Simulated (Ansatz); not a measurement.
**AlH2SF (SMILES [F][AlH][SH]): methods side by side**

The species is AlH2SF (5 atoms), meant as a singlet with charge 0. As SMILES, `[F][AlH][SH]`. The shape is that of a PBE0-D4/def2-TZVP optimisation. This is one conformer, not always the lowest.

Quantity: the vertical energy of the triplet above the singlet, in eV. The values are calculated.

```tsv
level	kind	program	value (eV)	less CCSD(T)/STO-3G	CPU time (all runs)
HF/STO-3G	Hartree–Fock	Ansatz	7.35	-0.32	0.39 s
SVWN5/STO-3G	LDA	Ansatz	6.86	-0.81	1.9 s
PBE/STO-3G	GGA	Ansatz	6.77	-0.90	3 s
r2SCAN/STO-3G	meta-GGA	Ansatz	6.97	-0.70	6.6 s
B3LYP/STO-3G	global hybrid	Ansatz	7.15	-0.52	2.4 s
CAM-B3LYP/STO-3G	range-separated hybrid	Ansatz	7.41	-0.26	3.6 s
wB97M-V/STO-3G	range-separated hybrid	Ansatz	8.01	+0.34	25 s
B2PLYP/STO-3G	double hybrid	Ansatz	7.59	-0.08	2.9 s
BCCD(T)/STO-3G	coupled cluster or CI	Ansatz	7.67	0.00	0.64 s
CCSD(T)/STO-3G	coupled cluster or CI	Ansatz	7.67	0.00	0.57 s
```

Differences are taken from CCSD(T)/STO-3G for orientation; it has basis-set and higher-order errors of its own. The values span 6.77 to 8.01 eV. A triplet this far above the singlet is often a Rydberg-like or dissociative state; sets without diffuse functions put Rydberg states too high. All rows use very small basis sets, so even the best lies far from the true value. CPU times are rough (shared hosts, several kinds of processor): they show what a rung costs within a factor of a few.

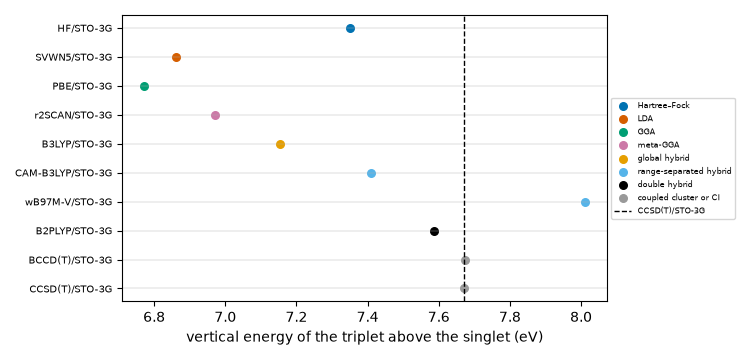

The values of the table, level by level.
